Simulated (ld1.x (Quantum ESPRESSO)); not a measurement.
**Pseudopotential generation for fluorine: RRKJ, PBE**

Aim: build the potential from the settings below, then test how well it stands in for the atom: other configurations, scattering, ghost states and the plane-wave cutoff that it needs.

The numbers are computed with ld1.x (Quantum ESPRESSO) 7.5 (PBE, scalar-relativistic, spin-unpolarised reference atom).

## 1. Starting point

The settings as typed:

| Item | Value |
| --- | --- |
| element | fluorine (F, Z = 9) |
| type | norm-conserving RRKJ (Kleinman–Bylander form) |
| frozen core | [He] |
| valence charge | 7 |
| reference configuration | 2s1.5 2p5.5 |
| partial waves | 2p (bound): rc 1.70 bohr; 3d channel at 0.05 Ry: rc 1.35 bohr; 2s (bound): rc 0.85 bohr |
| local potential | the s channel |
| core correction | a·sin(br)/r model core inside 0.75 bohr |

The nodes and maxima of the atom's own shells, from an earlier all-electron run, set the scale for the radii.

All-electron outer shells of the reference configuration (PBE, scalar-relativistic, ld1.x):

| shell | level (eV) | outermost node (bohr) | outermost maximum (bohr) |
| --- | --- | --- | --- |
| 1s | -663.69 | – | 0.11 |
| 2s | -30.14 | 0.24 | 0.76 |
| 2p | -11.33 | – | 0.71 |

## 2. Generating the potential

F.in

```
 &input
   title='F', zed=9., rel=1, dft='PBE', iswitch=3,
   config='[He] 2s1.5 2p5.5 3d-2',
   nld=3, rlderiv=1.85, eminld=-4.0, emaxld=5.0, deld=0.02
 /
 &inputp
   pseudotype=2, tm=.false., rho0=0.01, lloc=0,
   nlcc=.true., rcore=0.75,
   file_pseudopw='F.UPF', file_wfcaegen='ae.wfc', file_wfcncgen='nc.wfc', file_beta='beta', file_chi='chi'
 /
3
2P  2  1   5.50   0.00  1.70  1.70  0.0
3D  3  2  -2.00   0.05  1.35  1.35  0.0
2S  1  0   1.50   0.00  0.85  0.85  0.0
 &test
   configts(1)='2s1.5 2p5.5'
 /
```

Launch:

```
$ ld1.x < F.in > F.out
```

What the program wrote to F.out (without the banner and most projector matrices):

```text
     Program LD1 v.7.5
     --------------------------- All-electron run ----------------------------

     F
     scalar relativistic calculation

     atomic number is  9.00
     dft =PBE   lsd =0 sic =0 latt =0  beta=0.20 tr2=1.0E-14
     Exchange-correlation= PBE
                           (   1   4   3   4   0   0   0)
     mesh =1105 r(mesh) =  99.76081 a.u. xmin = -7.00 dx = 0.01250
     1 Ry =  13.60569312 eV, c = 137.03599908

     n l     nl                  e(Ry)          e(Ha)          e(eV)
     1 0     1S 1( 2.00)       -48.7805       -24.3902      -663.6924
     2 0     2S 1( 1.50)        -2.2154        -1.1077       -30.1423
     2 1     2P 1( 5.50)        -0.8327        -0.4163       -11.3289

     final scf error:  6.8E-15 reached in  29 iterations

     Etot =    -198.798408 Ry,     -99.399204 Ha,   -2704.790129 eV

     Ekin =     198.629954 Ry,      99.314977 Ha,    2702.498196 eV
     Encl =    -476.236481 Ry,    -238.118240 Ha,   -6479.527414 eV
     Eh   =      99.157259 Ry,      49.578629 Ha,    1349.103235 eV
     Exc  =     -20.349139 Ry,     -10.174570 Ha,    -276.864145 eV

     normalization and overlap integrals

     s(1S/1S) =  1.000000  <r> =   0.1763  <r2> =    0.0420  r(max) =   0.1139
     s(2S/2S) =  1.000000  <r> =   1.0029  <r2> =    1.2262  r(max) =   0.7617
     s(2P/2P) =  1.000000  <r> =   1.1024  <r2> =    1.6282  r(max) =   0.7066

     ------------------------ End of All-electron run ------------------------

     --------------------- Generating NC pseudopotential ---------------------

      Generating local pot.: lloc=0, matching radius rcloc =   0.8500

      Computing core charge for nlcc:

       r > 0.75 : true rho core
       r < 0.75 : rho core = a sin(br)/r    a=   0.05  b=   3.81

      Integrated core pseudo-charge :   0.01

      Wfc   2P  rcut= 1.695  Estimated cut-off energy=       62.34 Ry
      This function has    0 nodes for 0 < r <    1.695

      Wfc   3D  rcut= 1.354  Estimated cut-off energy=      120.36 Ry
      This function has    0 nodes for 0 < r <    1.354

     ------------------- End of pseudopotential generation -------------------

     [... the all-electron block is printed once more ...]


     Computing logarithmic derivative in   1.83867
     Computing logarithmic derivative in   1.83867
     Computing the partial wave expansion
       no projector for channel:   0
     R is outside the sphere for l=    1 j= 0.00
     R is outside the sphere for l=    2 j= 0.00

     ---------------------- Testing the pseudopotential ----------------------

     F
     scalar relativistic calculation

     atomic number is  9.00   valence charge is  7.00
     dft =PBE   lsd =0 sic =0 latt =0  beta=0.20 tr2=1.0E-14
     mesh =1105 r(mesh) =  99.76081 xmin = -7.00 dx = 0.01250

     n l     nl             e AE (Ry)        e PS (Ry)    De AE-PS (Ry)
     1 0     2S   1( 1.50)       -2.21542       -2.21548        0.00006
     2 1     2P   1( 5.50)       -0.83266       -0.83266        0.00000

     eps = 7.0E-15  iter = 16

     Etot =    -198.798408 Ry,     -99.399204 Ha,   -2704.790129 eV
     Etotps =   -45.773104 Ry,     -22.886552 Ha,    -622.774809 eV

     Ekin =      30.440697 Ry,      15.220349 Ha,     414.166784 eV
     Encl =     -97.726509 Ry,     -48.863255 Ha,   -1329.636893 eV
     Ehrt =      40.411487 Ry,      20.205743 Ha,     549.826289 eV
     Ecxc =      -8.706332 Ry,      -4.353166 Ha,    -118.455686 eV
     (Ecc =      -0.005044 Ry,      -0.002522 Ha,      -0.068633 eV)
     Epseu=     -10.192447 Ry,      -5.096223 Ha,    -138.675304 eV

     ---------------------- End of pseudopotential test ----------------------
```

Wall time 0.7 s (1 thread of Neoverse-V2, shared host). This counts the later configuration tests of the new file too.

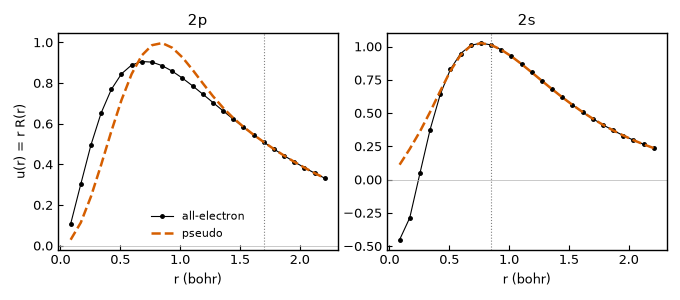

All-electron and pseudo partial waves (2p, 2s), with the matching radii dotted. The curves join 26 sampled radii.

## 3. Transferability test

F.test.in

```
 &input
   title='F', zed=9., rel=1, dft='PBE', iswitch=2,
   config='[He] 2s1.5 2p5.5 3d-2'
 /
 &test
   file_pseudo='F.UPF', nconf=8,
   configts(1)='2s1.5 2p5.5',
   configts(2)='2s2 2p5',
   configts(3)='2s2 2p4',
   configts(4)='2s2 2p3',
   configts(5)='2s2 2p4.5',
   configts(6)='2s1 2p6',
   configts(7)='2s1 2p5',
   configts(8)='2s2 2p1'
 /
```

Launch:

```
$ ld1.x < F.test.in > F.test.out
```

F.test.out, the pseudopotential blocks, each with the warnings that came before it:

```text
     ---------------------- Testing the pseudopotential ----------------------

     F
     scalar relativistic calculation

     atomic number is  9.00   valence charge is  7.00
     dft =PBE   lsd =0 sic =0 latt =0  beta=0.20 tr2=1.0E-14
     mesh =1105 r(mesh) =  99.76081 xmin = -7.00 dx = 0.01250

     n l     nl             e AE (Ry)        e PS (Ry)    De AE-PS (Ry)
     1 0     2S   1( 1.50)       -2.21542       -2.21548        0.00006
     2 1     2P   1( 5.50)       -0.83266       -0.83266        0.00000

     eps = 6.9E-15  iter = 14

     Etot =    -198.798408 Ry,     -99.399204 Ha,   -2704.790129 eV
     Etotps =   -45.773105 Ry,     -22.886553 Ha,    -622.774821 eV

     Ekin =      30.440697 Ry,      15.220348 Ha,     414.166776 eV
     Encl =     -97.726509 Ry,     -48.863255 Ha,   -1329.636898 eV
     Ehrt =      40.411487 Ry,      20.205744 Ha,     549.826293 eV
     Ecxc =      -8.706332 Ry,      -4.353166 Ha,    -118.455687 eV
     (Ecc =      -0.005044 Ry,      -0.002522 Ha,      -0.068633 eV)
     Epseu=     -10.192447 Ry,      -5.096223 Ha,    -138.675305 eV

     ---------------------- End of pseudopotential test ----------------------

     ---------------------- Testing the pseudopotential ----------------------

     F
     [...]
     n l     nl             e AE (Ry)        e PS (Ry)    De AE-PS (Ry)
     1 0     2S   1( 2.00)       -2.19758       -2.19175       -0.00583  !
     2 1     2P   1( 5.00)       -0.81670       -0.81108       -0.00562  !

     eps = 3.2E-16  iter = 14

     Etot =    -199.489330 Ry,     -99.744665 Ha,   -2714.190600 eV
     Etotps =   -46.463980 Ry,     -23.231990 Ha,    -632.174651 eV
     dEtot_ae =      -0.690922 Ry
     dEtot_ps =      -0.690875 Ry,   Delta E=      -0.000047 Ry

     [...]
     ---------------------- End of pseudopotential test ----------------------

     ---------------------- Testing the pseudopotential ----------------------

     F
     [...]
     n l     nl             e AE (Ry)        e PS (Ry)    De AE-PS (Ry)
     1 0     2S   1( 2.00)       -3.48292       -3.47647       -0.00645  !
     2 1     2P   1( 4.00)       -2.08065       -2.05415       -0.02650  !

     eps = 7.6E-16  iter = 12

     Etot =    -198.064175 Ry,     -99.032088 Ha,   -2694.800384 eV
     Etotps =   -45.052407 Ry,     -22.526203 Ha,    -612.969224 eV
     dEtot_ae =       0.734233 Ry
     dEtot_ps =       0.720698 Ry,   Delta E=       0.013535 Ry

     [...]
     ---------------------- End of pseudopotential test ----------------------

     ---------------------- Testing the pseudopotential ----------------------

     F
     [...]
     n l     nl             e AE (Ry)        e PS (Ry)    De AE-PS (Ry)
     1 0     2S   1( 2.00)       -4.99731       -4.97149       -0.02582  !
     2 1     2P   1( 3.00)       -3.60167       -3.51252       -0.08915  !

     eps = 7.3E-18  iter = 12

     Etot =    -195.242940 Ry,     -97.621470 Ha,   -2656.415526 eV
     Etotps =   -42.284299 Ry,     -21.142150 Ha,    -575.307201 eV
     dEtot_ae =       3.555468 Ry
     dEtot_ps =       3.488806 Ry,   Delta E=       0.066662 Ry

     [...]
     ---------------------- End of pseudopotential test ----------------------

     ---------------------- Testing the pseudopotential ----------------------

     F
     [...]
     n l     nl             e AE (Ry)        e PS (Ry)    De AE-PS (Ry)
     1 0     2S   1( 2.00)       -2.80814       -2.80323       -0.00491
     2 1     2P   1( 4.50)       -1.41356       -1.40108       -0.01248  !

     eps = 3.8E-15  iter = 12

     Etot =    -198.934914 Ry,     -99.467457 Ha,   -2706.647396 eV
     Etotps =   -45.913818 Ry,     -22.956909 Ha,    -624.689318 eV
     dEtot_ae =      -0.136507 Ry
     dEtot_ps =      -0.140713 Ry,   Delta E=       0.004206 Ry

     [...]
     ---------------------- End of pseudopotential test ----------------------

     ---------------------- Testing the pseudopotential ----------------------

     F
     [...]
     n l     nl             e AE (Ry)        e PS (Ry)    De AE-PS (Ry)
     1 0     2S   1( 1.00)       -2.23280       -2.23849        0.00569  !
     2 1     2P   1( 6.00)       -0.84819       -0.85346        0.00527  !

     eps = 1.2E-15  iter = 14

     Etot =    -198.106554 Ry,     -99.053277 Ha,   -2695.376983 eV
     Etotps =   -45.081151 Ry,     -22.540575 Ha,    -613.360305 eV
     dEtot_ae =       0.691853 Ry
     dEtot_ps =       0.691954 Ry,   Delta E=      -0.000101 Ry

     [...]
     ---------------------- End of pseudopotential test ----------------------

     ---------------------- Testing the pseudopotential ----------------------

     F
     [...]
     n l     nl             e AE (Ry)        e PS (Ry)    De AE-PS (Ry)
     1 0     2S   1( 1.00)       -3.49542       -3.51626        0.02083  !
     2 1     2P   1( 5.00)       -2.08974       -2.09209        0.00235

     eps = 1.7E-15  iter = 12

     Etot =    -196.660171 Ry,     -98.330085 Ha,   -2675.697932 eV
     Etotps =   -43.629192 Ry,     -21.814596 Ha,    -593.605396 eV
     dEtot_ae =       2.138237 Ry
     dEtot_ps =       2.143913 Ry,   Delta E=      -0.005676 Ry

     [...]
     ---------------------- End of pseudopotential test ----------------------

     Warning: n=2, l=1 expected 0 nodes, found 1
     ---------------------- Testing the pseudopotential ----------------------

     F
     [...]
     n l     nl             e AE (Ry)        e PS (Ry)    De AE-PS (Ry)
     1 0     2S   1( 2.00)       -8.57765       -8.39076       -0.18689  !
     2 1     2P   1( 1.00)       -7.29740       -6.86134       -0.43606  !

     eps = 2.6E-15  iter = 17

     Etot =    -184.479831 Ry,     -92.239915 Ha,   -2509.975963 eV
     Etotps =   -31.987290 Ry,     -15.993645 Ha,    -435.209256 eV
     dEtot_ae =      14.318577 Ry
     dEtot_ps =      13.785815 Ry,   Delta E=       0.532762 Ry

     [...]
     ---------------------- End of pseudopotential test ----------------------
```

The tests as a table, with energies relative to 2s1.5 2p5.5. A star marks tests that logged a warning.

```tsv
valence configuration	charge	ΔE all-electron (eV)	error AE − PS (meV)
2s2 2p5	0	-9.400	-0.6
2s2 2p4	+1	9.990	+184
2s2 2p3	+2	48.375	+907
2s2 2p4.5	+0.5	-1.857	+57
2s1 2p6	0	9.413	-1.4
2s1 2p5	+1	29.092	-77
2s2 2p1 *	+4	194.814	+7249
```

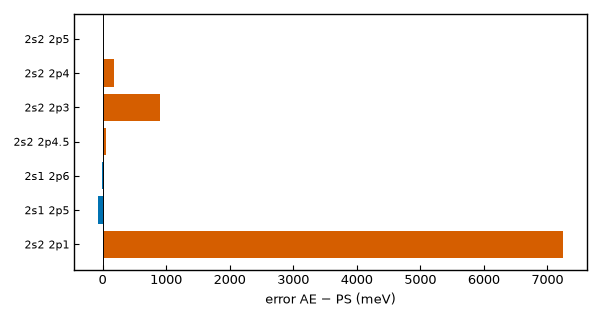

Error of the potential in each test configuration.

## 4. Logarithmic derivatives

Taken from the files of the generation run. The phase is arctan(r·u′/u) with u = r·R, unwrapped, with energies in Ry. A pole is an energy at which the radial function vanishes at the test radius. The pseudo phase is shifted by a multiple of π to meet the all-electron one at the reference energy. Levels narrower than the energy grid can be missing from the poles. The last column is the largest difference on the grid between −1 and +1 Ry.

| channel | radius (bohr) | reference (Ry) | poles AE | poles PS | window around the reference with phases within 0.05 rad (Ry) | largest difference near zero (rad) |
| --- | --- | --- | --- | --- | --- | --- |
| s | 1.84 | -2.22 | -1.72 | -1.72 | the whole range | 0.002 |
| p | 1.84 | -0.83 | -0.25 | -0.24 | below 1.9 | 0.014 |
| d | 1.84 | 0.05 | none | none | the whole range | 0.000 |

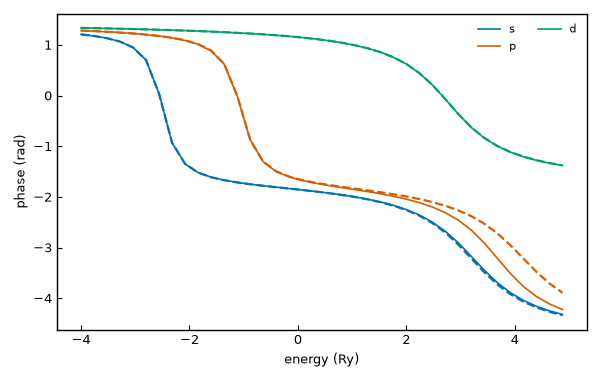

Phases by channel: all-electron solid, pseudo dashed.

## 5. Cutoff and ghost test in a Bessel basis

This step uses the generator's waves and projectors in a separate script. Basis: spherical Bessel functions vanishing at 20 bohr, q² up to the cutoff; potential fixed at the reference.

All-electron valence levels (Ry): 2p -0.8327, 2s -2.2154. The lowest levels of each channel (Ry) by cutoff; the last column sums, over occupied levels, occupation times the distance from the level at 400 Ry. A positive value at high cutoff is not a bound level.

| cutoff (Ry) | p #1 | d #1 | s #1 | f #1 | Σ f·Δε (mRy) |
| --- | --- | --- | --- | --- | --- |
| 8 | -0.0335 | 0.0806 | -1.9624 | 0.1213 | 4774.8 |
| 15 | -0.2979 | 0.0806 | -2.0464 | 0.1213 | 3195.0 |
| 25 | -0.6768 | 0.0806 | -2.0580 | 0.1213 | 1093.3 |
| 35 | -0.8140 | 0.0806 | -2.1040 | 0.1213 | 269.9 |
| 50 | -0.8324 | 0.0806 | -2.1712 | 0.1213 | 67.9 |
| 70 | -0.8326 | 0.0806 | -2.2043 | 0.1213 | 17.1 |
| 90 | -0.8326 | 0.0806 | -2.2108 | 0.1213 | 7.2 |
| 100 | -0.8327 | 0.0806 | -2.2110 | 0.1213 | 6.7 |
| 120 | -0.8327 | 0.0806 | -2.2112 | 0.1213 | 6.4 |
| 180 | -0.8327 | 0.0806 | -2.2146 | 0.1213 | 1.4 |
| 200 | -0.8327 | 0.0806 | -2.2151 | 0.1213 | 0.5 |
| 260 | -0.8327 | 0.0806 | -2.2153 | 0.1213 | 0.2 |
| 400 | -0.8327 | 0.0806 | -2.2155 | 0.1213 | 0.0 |

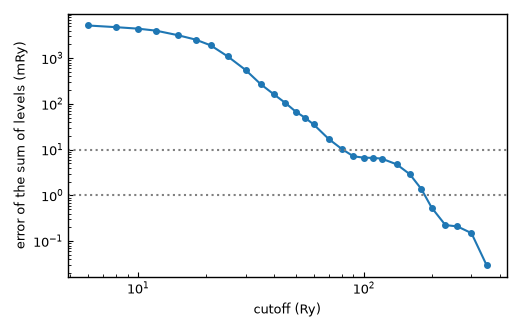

Occupation-weighted error of the valence levels against the cutoff; the dotted lines mark 10 and 1 mRy.

The sum stays within 10 mRy from 90 Ry and within 1 mRy from 200 Ry. The sum leaves out empty levels, which can need more. Ghost test: no level below the all-electron spectrum of its channel (p, d, s, f tested).

## 6. What came out

| quantity | value |
| --- | --- |
| cutoffs for 10 and 1 mRy, occupied levels | 90 Ry and 200 Ry |
| bound ghosts | none found |
| largest test error (AE − PS) | +7249 meV, for 2s2 2p1 (this test logged a warning) |
| largest phase difference near zero energy, channels read | 0.014 rad |

**Reading.** By total energies transferability is poor: the largest error is 7249 meV on 194.8 eV, for 2s2 2p1. That test lies far up in energy; among those under 40 eV, nearer to bonding, the largest error is 184 meV. By its cutoff, 90 Ry for the looser tolerance, it is hard. The slowest occupied level is 2s: taken alone it needs 180 Ry to come within 1 mRy, against 45 Ry for 2p. No bound ghost shows below the valence levels. Near zero energy the phases of the channels with partial waves agree within 0.014 rad. These are tests on the free atom; a crystal test is still owed.
